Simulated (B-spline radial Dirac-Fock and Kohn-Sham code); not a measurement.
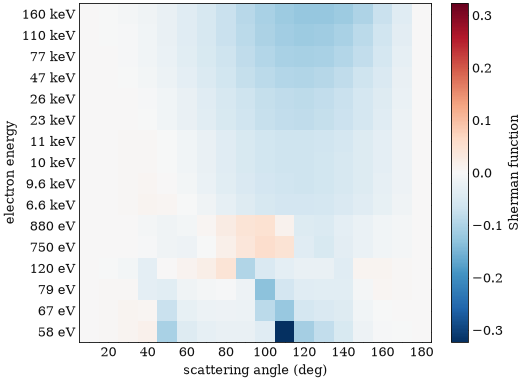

A map of the Sherman function for elastic electron scattering over angle and energy (one row an energy, not to scale). System: atomic Br. Method: Dirac partial waves in the static Dirac–Fock field with Furness–McCarthy exchange, no polarisation or absorption (computed with a B-spline radial code).

**Where on the map is the spin polarisation largest?**

The largest polarisation on this grid is S = −0.32 at 58.4 eV and 110°. At the highest energy, 158 keV, the extreme is −0.12 near 120°. The model is rough under about 200 eV.
